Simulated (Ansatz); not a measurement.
We consider CsCl-type TiCo, described by r²SCANh (Ansatz, a quantum-chemistry and plane-wave program, plane waves, PAW).

Numerical settings: plane-wave cutoff 520 eV, 10×10×10 k mesh, Fermi–Dirac smearing 0.05 eV, no spin polarisation, scalar-relativistic PAW data made under PBE.

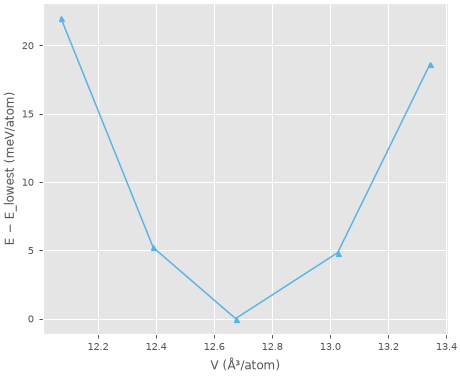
Total energy against volume

### Question
From the curve, estimate the equilibrium volume and the bulk modulus.

### Answer
V0 ≈ 12.7 Å³/atom and B0 ≈ 200 GPa; the fit gives V0 = 12.707 Å³/atom, B0 = 204 GPa, B′ = 4.2.

Measured, for comparison: bulk modulus 154 GPa, equilibrium volume per atom 13.43 Å³/atom (room temperature, not corrected to a static lattice; as tabulated in Yamada et al. (2019), arXiv:1910.09660). Computed (rounded) less measured: bulk modulus +32 %, equilibrium volume per atom -5.4 %.

Note: the run has no spin polarisation, so it can have missed a magnetic state.

Static lattice: no zero-point or thermal effects.
